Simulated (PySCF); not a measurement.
# C$_{2}$H$_{3}$BrCl$_{4}$Si: what the fields show

```xyz
11

Cl   -2.9619   -0.1606    0.0274
C    -1.2426   -0.6449   -0.0728
C    -0.3307    0.5546    0.0569
Br   -0.6181    1.7642   -1.4736
Si    1.5422    0.0876    0.1573
Cl    2.6211    1.7657    0.3539
Cl    1.7517   -1.0887    1.7890
Cl    2.0396   -0.9276   -1.5023
H    -1.1070   -1.1492   -1.0295
H    -1.0629   -1.3454    0.7435
H    -0.6261    1.1471    0.9244
```

Geometry: GFN2-xTB.

Level of theory: PySCF, CAM-B3LYP/def2-SVPD, SCF density, gas phase.

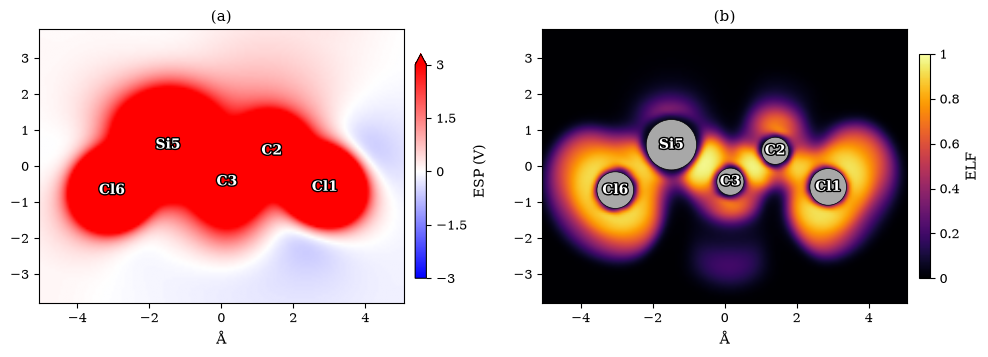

Figure 1. (a) molecular electrostatic potential; (b) electron localisation function on the plane of atoms C2, C3 and Si5. Grey discs cover the atomic cores in the ELF map.

Question: Interpret the plot.

Answer: Atoms in the plane: Cl, C and Si.
C–C (1.51 Å): the ELF peaks at about 0.95 between the atoms; a covalent bond.
C–Cl (1.79 Å): the ELF peaks at about 0.90 between the atoms; a covalent bond.
C–Si (1.93 Å): the ELF peaks at about 1 between the atoms, as expected for a covalent bond.
Si–Cl (2.00 Å): the ELF peaks at about 0.90 between the atoms, as expected for a polar covalent bond.
The ELF also peaks beside Cl6 and Cl1, away from the bonds: lone-pair regions.
Outside the dense part of the molecule the potential is most negative (−0.6 V) near Cl1.

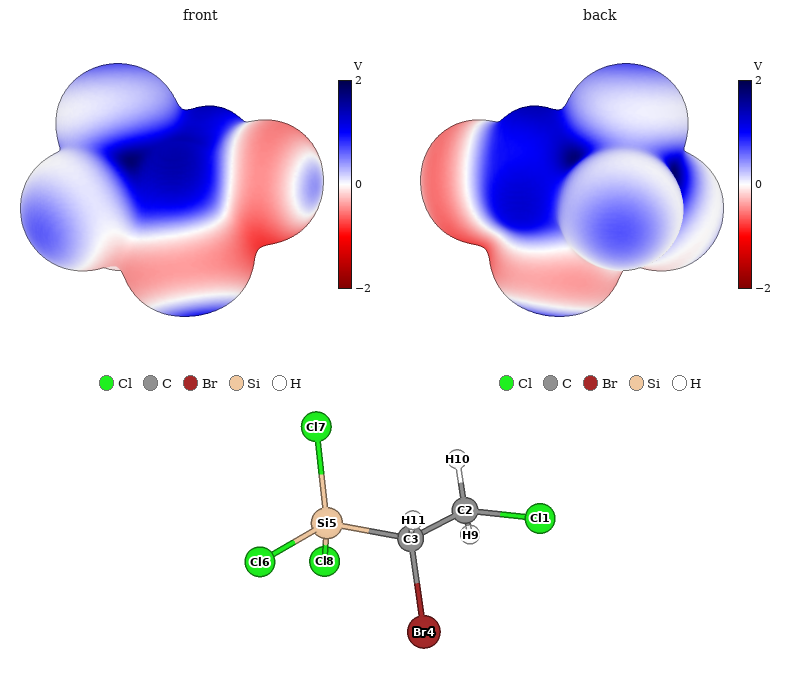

Figure 2. The molecular electrostatic potential painted on the density surface at 0.002 e/bohr³, seen from the front and from behind; the colour scale runs from red (negative) to blue (positive). The bare structure is drawn below in the same view.

Question: Where is the surface potential most negative and most positive?

Answer: The most negative region (about −0.7 V) lies over Cl1 and Br4, the most positive (about +1.7 V) over C2 and Si5. Cl1 shows a σ-hole: about +0.4 V at the tip opposite its bond, against about −0.5 V on its flanks. Br4 shows a σ-hole: about +0.9 V at the tip opposite its bond, against about −0.4 V on its flanks. Cl6 shows a σ-hole: about +0.6 V at the tip opposite its bond, against about 0.0 V on its flanks. Cl8 shows a σ-hole: about +0.7 V at the tip opposite its bond, against about +0.2 V on its flanks.

Question: How polar is the molecule by this calculation?

Answer: Its dipole moment is 1.57 D.
